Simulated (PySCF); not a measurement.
# C₄H₈AlN: NMR shifts and electronic excitations at several levels of theory, part 2 of 2

PySCF 2.14.0. Atoms count from 0. The steps go on from the part before.

### Step 8. Nuclear shieldings: PBE0/aug-cc-pVDZ

The job: settings as JSON, then the geometry in Å.

```
{"job": {"kind": "nmr", "xc": "PBE0", "basis": "aug-cc-pVDZ", "pop": true}, "charge": 0, "multiplicity": 1}
C     -0.481221     0.689155     2.107030
N     -1.102803     0.005698     2.810970
Al    -1.705580    -1.524600     1.304785
C     -0.971637    -0.539250    -0.297353
C      0.340752     0.214625    -0.088947
C      0.222575     1.308509     1.003269
H     -3.291290    -1.528650     1.479615
H     -0.819187    -2.743285     1.837221
H     -1.737777     0.153377    -0.693982
H     -0.822689    -1.292210    -1.092365
H      0.699826     0.723387    -1.000307
H      1.139889    -0.481734     0.215934
H      1.199924     1.691410     1.333738
H     -0.378675     2.163160     0.652701
```

With the program's defaults for keys left out, this is: GIAO PBE0/aug-cc-pVDZ NMR shielding, non-relativistic, gas phase.

The log of the run:

```text
coarse grid: 11992 points
cycle   1  E = -453.9690543843  dE =  5.098e-01  |g| = 4.822e-01  |ddm| = 9.082e+00
cycle   2  E = -453.8491906051  dE =  1.199e-01  |g| = 8.889e-01  |ddm| = 2.321e+00
cycle   3  E = -454.0265264624  dE = -1.773e-01  |g| = 1.673e-01  |ddm| = 1.490e+00
cycle   4  E = -454.0325772395  dE = -6.051e-03  |g| = 4.942e-02  |ddm| = 3.650e-01
cycle   5  E = -454.0331948308  dE = -6.176e-04  |g| = 6.065e-03  |ddm| = 1.107e-01
cycle   6  E = -454.0332042486  dE = -9.418e-06  |g| = 2.243e-03  |ddm| = 2.148e-02
final grid: 110696 points
cycle   7  E = -454.0477634048  dE = -2.146e-05  |g| = 7.097e-03  |ddm| = 1.725e-01
cycle   8  E = -454.0477564604  dE =  6.944e-06  |g| = 8.791e-03  |ddm| = 4.053e-02
cycle   9  E = -454.0477771112  dE = -2.065e-05  |g| = 5.741e-04  |ddm| = 2.015e-02
cycle  10  E = -454.0477772002  dE = -8.905e-08  |g| = 1.294e-04  |ddm| = 1.816e-03
cycle  11  E = -454.0477772041  dE = -3.850e-09  |g| = 6.004e-05  |ddm| = 3.647e-04
cycle  12  E = -454.0477772045  dE = -4.587e-10  |g| = 4.262e-05  |ddm| = 1.552e-04
cycle  13  E = -454.0477772049  dE = -4.014e-10  |g| = 3.957e-06  |ddm| = 7.012e-05
converged SCF energy = -454.0477772049

GIAO shielding tensors (ppm)
atom      isotropic    diamagn.    paramagn.     s11        s22        s33       span
  0 C       57.846     272.680    -214.834    -67.115    -39.674    280.328    347.443
  1 N       15.681     312.864    -297.183   -141.619   -101.964    290.625    432.244
  2 Al     428.459     803.555    -375.096    392.050    435.900    457.427     65.376
  3 C      183.839     215.320     -31.481    172.961    181.665    196.891     23.930
  4 C      163.638     209.530     -45.891    142.593    174.078    174.244     31.651
  5 C      173.237     227.050     -53.813    149.567    183.666    186.477     36.911
  6 H       26.417      27.963      -1.546     23.635     24.330     31.286      7.650
  7 H       26.461      28.185      -1.724     23.712     24.619     31.053      7.341
  8 H       31.028      27.745       3.284     27.176     28.915     36.994      9.818
  9 H       31.004      27.602       3.402     26.791     28.817     37.405     10.613
 10 H       28.773      27.793       0.980     23.422     27.333     35.564     12.142
 11 H       29.074      27.862       1.213     24.917     27.709     34.597      9.680
 12 H       28.914      27.841       1.073     24.311     26.511     35.919     11.608
 13 H       29.022      27.328       1.695     24.841     26.896     35.330     10.489
```

It took 29 s on 1 thread of Arm Neoverse V1, shared host; peak memory 0.99 GiB.

Key values: δ C0 137.3, C4 31.5, C5 21.9, C3 11.3, H6 4.96, H10 2.47 ppm (means over like atoms).

### Step 9. Shielding tensors: PBE0/IGLO-III

Settings changed since step 8:

```diff
@@ -1,2 +1,2 @@
-{"job": {"kind": "nmr", "xc": "PBE0", "basis": "aug-cc-pVDZ", "pop": true}, "charge": 0, "multiplicity": 1}
+{"job": {"kind": "nmr", "xc": "PBE0", "basis": "IGLO-III", "pop": true}, "charge": 0, "multiplicity": 1}
 C     -0.481221     0.689155     2.107030
```

Method: GIAO PBE0/IGLO-III NMR shielding, non-relativistic, gas phase.

The log of the run:

```text
coarse grid: 11992 points
cycle   1  E = -454.0467588649  dE =  4.587e-01  |g| = 5.149e-01  |ddm| = 2.599e+00
cycle   2  E = -453.9235435773  dE =  1.232e-01  |g| = 9.219e-01  |ddm| = 8.574e-01
cycle   3  E = -454.1058419019  dE = -1.823e-01  |g| = 1.880e-01  |ddm| = 4.914e-01
cycle   4  E = -454.1125760816  dE = -6.734e-03  |g| = 6.538e-02  |ddm| = 1.218e-01
cycle   5  E = -454.1135856157  dE = -1.010e-03  |g| = 8.405e-03  |ddm| = 4.302e-02
cycle   6  E = -454.1135991364  dE = -1.352e-05  |g| = 2.348e-03  |ddm| = 6.633e-03
cycle   7  E = -454.1136003706  dE = -1.234e-06  |g| = 5.969e-04  |ddm| = 1.534e-03
final grid: 110696 points
cycle   8  E = -454.1151561138  dE = -8.047e-05  |g| = 6.873e-03  |ddm| = 6.830e-02
cycle   9  E = -454.1151511580  dE =  4.956e-06  |g| = 7.954e-03  |ddm| = 1.045e-02
cycle  10  E = -454.1151669013  dE = -1.574e-05  |g| = 1.195e-03  |ddm| = 5.124e-03
cycle  11  E = -454.1151670922  dE = -1.909e-07  |g| = 7.692e-04  |ddm| = 8.521e-04
cycle  12  E = -454.1151672066  dE = -1.143e-07  |g| = 1.795e-04  |ddm| = 3.520e-04
cycle  13  E = -454.1151672138  dE = -7.271e-09  |g| = 3.405e-05  |ddm| = 1.187e-04
cycle  14  E = -454.1151672141  dE = -2.718e-10  |g| = 5.435e-06  |ddm| = 2.720e-05
converged SCF energy = -454.1151672141

GIAO shielding tensors (ppm)
atom      isotropic    diamagn.    paramagn.     s11        s22        s33       span
  0 C       35.434     249.441    -214.007   -101.627    -71.614    279.544    381.172
  1 N      -14.935     348.113    -363.048   -187.971   -143.902    287.069    475.041
  2 Al     375.223     802.436    -427.213    349.752    382.694    393.221     43.469
  3 C      173.278     251.965     -78.687    160.885    172.097    186.852     25.967
  4 C      151.611     250.948     -99.338    129.734    162.401    162.697     32.963
  5 C      160.389     248.313     -87.923    135.236    171.251    174.680     39.443
  6 H       26.599      29.542      -2.943     23.910     24.491     31.397      7.486
  7 H       26.623      30.377      -3.753     23.991     24.716     31.163      7.172
  8 H       31.092      31.594      -0.502     27.201     29.006     37.069      9.868
  9 H       31.076      30.712       0.365     26.793     28.911     37.524     10.731
 10 H       28.832      31.325      -2.492     23.390     27.447     35.660     12.270
 11 H       29.068      32.488      -3.420     24.855     27.708     34.639      9.784
 12 H       28.945      27.296       1.649     24.301     26.557     35.977     11.676
 13 H       29.024      28.362       0.662     24.821     26.903     35.348     10.526
```

It took 47 s on 1 thread of Arm Neoverse V1, shared host; peak memory 1.1 GiB.

This run: δ C0 148.3, C4 32.2, C5 23.4, C3 10.5, H6 4.76, H10 2.42 ppm (means over like atoms).

### Step 10. Shielding tensors: PBE0/pcSseg-0

Settings changed since step 9:

```diff
@@ -1,2 +1,2 @@
-{"job": {"kind": "nmr", "xc": "PBE0", "basis": "IGLO-III", "pop": true}, "charge": 0, "multiplicity": 1}
+{"job": {"kind": "nmr", "xc": "PBE0", "basis": "pcSseg-0", "pop": true}, "charge": 0, "multiplicity": 1}
 C     -0.481221     0.689155     2.107030
```

Method: GIAO PBE0/pcSseg-0 NMR shielding, non-relativistic, gas phase.

The log of the run:

```text
coarse grid: 11992 points
cycle   1  E = -453.2045515846  dE =  4.395e-01  |g| = 4.463e-01  |ddm| = 3.799e+00
cycle   2  E = -453.0828395740  dE =  1.217e-01  |g| = 8.925e-01  |ddm| = 1.722e+00
cycle   3  E = -453.2545918261  dE = -1.718e-01  |g| = 1.536e-01  |ddm| = 9.430e-01
cycle   4  E = -453.2597207021  dE = -5.129e-03  |g| = 4.051e-02  |ddm| = 1.899e-01
cycle   5  E = -453.2601259857  dE = -4.053e-04  |g| = 5.208e-03  |ddm| = 5.322e-02
cycle   6  E = -453.2601338066  dE = -7.821e-06  |g| = 1.487e-03  |ddm| = 1.050e-02
final grid: 110696 points
cycle   7  E = -453.2741297488  dE = -1.656e-05  |g| = 4.699e-03  |ddm| = 2.585e-02
cycle   8  E = -453.2741281338  dE =  1.615e-06  |g| = 5.324e-03  |ddm| = 1.175e-02
cycle   9  E = -453.2741354299  dE = -7.296e-06  |g| = 8.585e-04  |ddm| = 6.466e-03
cycle  10  E = -453.2741355724  dE = -1.424e-07  |g| = 3.274e-04  |ddm| = 9.795e-04
cycle  11  E = -453.2741355949  dE = -2.250e-08  |g| = 6.000e-05  |ddm| = 4.023e-04
cycle  12  E = -453.2741355958  dE = -9.579e-10  |g| = 8.796e-06  |ddm| = 1.102e-04
converged SCF energy = -453.2741355958

GIAO shielding tensors (ppm)
atom      isotropic    diamagn.    paramagn.     s11        s22        s33       span
  0 C       36.439     279.376    -242.937   -105.341    -72.795    287.453    392.794
  1 N      -16.527     338.585    -355.112   -198.204   -145.391    294.015    492.219
  2 Al     350.327     794.343    -444.016    309.498    350.390    391.094     81.597
  3 C      184.403     246.657     -62.254    168.634    181.943    202.633     33.999
  4 C      162.544     243.448     -80.903    138.423    173.198    176.013     37.590
  5 C      167.950     243.535     -75.584    139.232    180.334    184.285     45.053
  6 H       27.195      29.296      -2.101     24.130     25.571     31.885      7.756
  7 H       27.142      29.474      -2.331     24.097     25.660     31.670      7.574
  8 H       32.363      30.943       1.420     27.847     30.260     38.981     11.134
  9 H       32.569      30.484       2.085     27.611     29.716     40.382     12.771
 10 H       30.514      30.071       0.443     24.572     28.662     38.309     13.737
 11 H       30.508      30.112       0.396     25.901     28.929     36.694     10.793
 12 H       30.489      27.973       2.516     25.246     28.083     38.140     12.894
 13 H       30.455      28.153       2.302     25.748     28.490     37.127     11.379
```

Run time: 6.7 s. Hardware: 1 thread of Arm Neoverse V1, shared host; peak memory 0.5 GiB.

This run: δ C0 157.1, C4 31.0, C5 25.6, C3 9.1, H6 5.66, H12 2.36 ppm (means over like atoms).

### Step 11. TDDFT and polarisability: HF/def2-SVPD

Settings changed since step 10:

```diff
@@ -1,2 +1,2 @@
-{"job": {"kind": "nmr", "xc": "PBE0", "basis": "pcSseg-0", "pop": true}, "charge": 0, "multiplicity": 1}
+{"job": {"kind": "uv", "xc": "HF", "basis": "def2-SVPD", "ip": true}, "charge": 0, "multiplicity": 1}
 C     -0.481221     0.689155     2.107030
```

Level: TDDFT HF/def2-SVPD, vertical, gas phase, core orbitals frozen in the response.

The log of the run:

```text
final grid: 110696 points
cycle   1  E = -452.1387244704  dE =  8.765e-01  |g| = 5.855e-01  |ddm| = 4.372e+00
cycle   2  E = -452.2165541859  dE = -7.783e-02  |g| = 4.262e-01  |ddm| = 1.373e+00
cycle   3  E = -452.2559376122  dE = -3.938e-02  |g| = 9.670e-02  |ddm| = 6.606e-01
cycle   4  E = -452.2589487251  dE = -3.011e-03  |g| = 2.531e-02  |ddm| = 2.090e-01
cycle   5  E = -452.2591679933  dE = -2.193e-04  |g| = 5.552e-03  |ddm| = 6.691e-02
cycle   6  E = -452.2591892559  dE = -2.126e-05  |g| = 2.526e-03  |ddm| = 1.912e-02
cycle   7  E = -452.2591942240  dE = -4.968e-06  |g| = 1.057e-03  |ddm| = 7.875e-03
cycle   8  E = -452.2591956283  dE = -1.404e-06  |g| = 4.642e-04  |ddm| = 3.346e-03
cycle   9  E = -452.2591959520  dE = -3.236e-07  |g| = 1.778e-04  |ddm| = 1.718e-03
cycle  10  E = -452.2591959910  dE = -3.907e-08  |g| = 4.995e-05  |ddm| = 7.816e-04
cycle  11  E = -452.2591959931  dE = -2.076e-09  |g| = 1.120e-05  |ddm| = 2.103e-04
cycle  12  E = -452.2591959932  dE = -7.401e-11  |g| = 4.926e-06  |ddm| = 3.334e-05
converged SCF energy = -452.2591959932

Static polarisability (au): isotropic 73.236, principal 64.388 70.141 85.179

Singlet excitations
state   eV       nm        f      main configurations
  1   6.7852    182.7   0.00254   H-5->L+1 0.12, H-5->L+2 0.10, H-5->L+6 0.09
  2   7.4108    167.3   0.01152   H->L+1 0.37
  3   7.6272    162.6   0.00015   H-1->L+1 0.33, H-1->L+3 0.20
  4   7.7178    160.6   0.00791   H->L+1 0.13, H->L+3 0.13
  5   7.8181    158.6   0.02139   H->L 0.28, H->L+4 0.15
  6   7.9243    156.5   0.00373   H->L 0.26
  7   8.4294    147.1   0.17653   H-1->L 0.46, H-1->L+4 0.15, H-1->L+6 0.10
  8   8.5675    144.7   0.12923   H->L+3 0.30, H->L+2 0.16, H->L+4 0.14
  9   8.6599    143.2   0.03872   H-1->L+4 0.18, H-1->L 0.13, H-1->L+5 0.11
 10   9.0215    137.4   0.05351   H->L+2 0.24, H->L+4 0.18, H->L 0.12

Triplet excitations (Tamm-Dancoff, eV): 5.5805 6.2999 6.4912 6.7446
Vertical ionisation energy (delta-SCF) = 8.5822 eV
```

Wall time 25 s (1 thread of Arm Neoverse V1, shared host); peak memory 0.75 GiB.

The orbitals next to the gap, with their largest atomic shares:

```tsv
orbital	eV	atoms
HOMO−3	-13.40	C3 21 %, C4 12 %, N1 11 %
HOMO−2	-13.01	Al2 20 %, H7 13 %, H6 13 %
HOMO−1	-10.63	Al2 37 %, H6 30 %, H7 26 %
HOMO	-10.27	C3 39 %, Al2 22 %, H7 10 %
LUMO	1.89	Al2 45 %, C5 10 %, C0 8 %
LUMO+1	2.23	C0 29 %, Al2 22 %, C5 13 %
LUMO+2	2.77	Al2 26 %, C4 12 %, H10 12 %
```

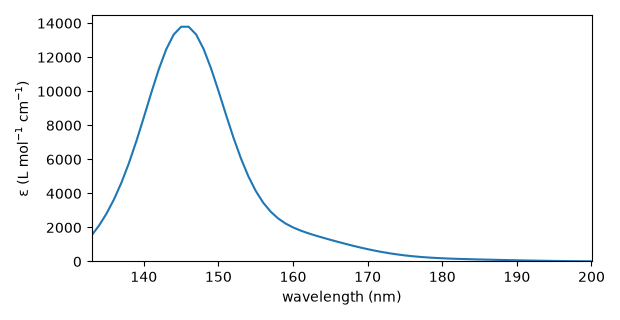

Absorption spectrum: each of the 10 states is a Gaussian band of 0.4 eV half-width at 1/e. Beyond the last state computed it falls off for lack of states.

Ground-state properties from the same run:

```tsv
property	computed
dipole moment (D)	5.58
polarisability (Å³)	10.85
HOMO–LUMO gap (eV)	12.16
−ε(HOMO) (eV)	10.27
```

### Step 12. Comparing the runs: NMR shifts

Shifts (ppm) of some atoms, chosen among heavy atoms and hydrogens apart, means over like atoms, with basis size and wall time:

```tsv
run	C0	C4	C5	H6	H10	N1	Al2	functions	time
PBE0/6-31G*	129.5	29.8	21.7	5.30	2.32	238.8	111.5	104	11 s
PBE0/6-311+G(2d,p)	144.8	30.9	22.3	4.92	2.38	267.9	118.0	218	30 s
PBE0/def2-SVP	134.1	28.7	19.9	4.79	2.08	257.4	101.9	128	13 s
PBE0/def2-TZVP	146.2	31.8	23.3	4.90	2.38	274.1	114.2	240	36 s
PBE0/cc-pVDZ	135.2	31.9	23.4	4.82	2.27	257.8	104.8	128	14 s
PBE0/cc-pVTZ	144.5	31.6	22.8	4.71	2.40	271.9	116.8	296	48 s
PBE0/aug-cc-pVDZ	137.3	31.5	21.9	4.96	2.47	254.2	112.6	214	29 s
PBE0/IGLO-III	148.3	32.2	23.4	4.76	2.42	275.5	109.7	299	47 s
PBE0/pcSseg-0	157.1	31.0	25.6	5.66	2.32	282.5	125.6	74	6.7 s
```

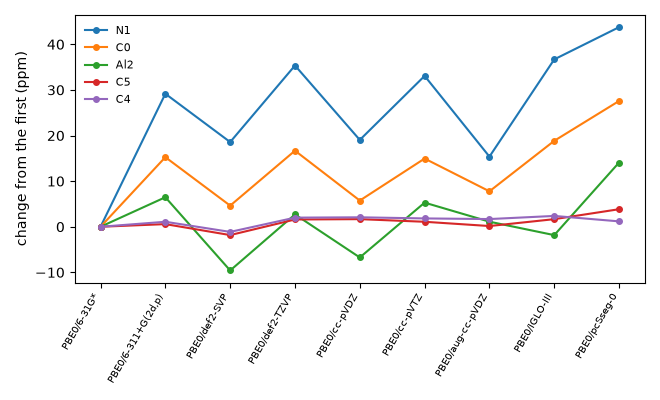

How five of the tabulated atoms move from run to run.

### Step 13. What came out

What follows sums up all 2 parts.

| quantity | value |
| --- | --- |
| ¹³C shifts against TMS (PBE0/6-31G*) | 129.5, 29.8, 21.7, 9.3 ppm |
| ¹H shifts against TMS (PBE0/6-31G*, means over atoms taken as alike) | 5.30, 2.32, 2.15, 0.19 ppm |
| ¹⁵N shifts against NH3 (PBE0/6-31G*) | 238.8 ppm |
| ²⁷Al shifts against AlH4- (PBE0/6-31G*) | 111.5 ppm |
| lowest singlet (HF/def2-SVPD) | 6.79 eV (183 nm), f = 0.003 |
| brightest single state of those computed | state 7, 8.43 eV, f = 0.177 |
| lowest triplet | 5.58 eV |
| vertical ionisation energy (ΔSCF) | 8.58 eV |
| range of the shift of N1 | 238.8 to 282.5 ppm |

What this shows: Single values in the summary come from the first sound run of each kind (PBE0/6-31G*; HF/def2-SVPD), which need not be the best level. At PBE0/6-31G*: The widest tensor belongs to N1: span 423 ppm, with a paramagnetic part of -319 ppm. The lowest singlet, at 6.79 eV, is HOMO−5→LUMO+1 0.12, HOMO−5→LUMO+2 0.10 and is weak; of the 10 states computed, the strongest absorption comes from state 7 at 8.43 eV. The lowest triplet lies 1.20 eV below the lowest singlet (triplets in Tamm-Dancoff, singlets in full TDDFT). At HF/def2-SVPD, the highest states lie near or above the ionisation energy, where they hang on the basis. ΔSCF puts the ionisation energy at 8.58 eV, 1.69 eV below −ε(HOMO). In ppm, N1 moves most: its shift spreads over 43.8 ppm, from 238.8 (PBE0/6-31G*) to 282.5 (PBE0/pcSseg-0).
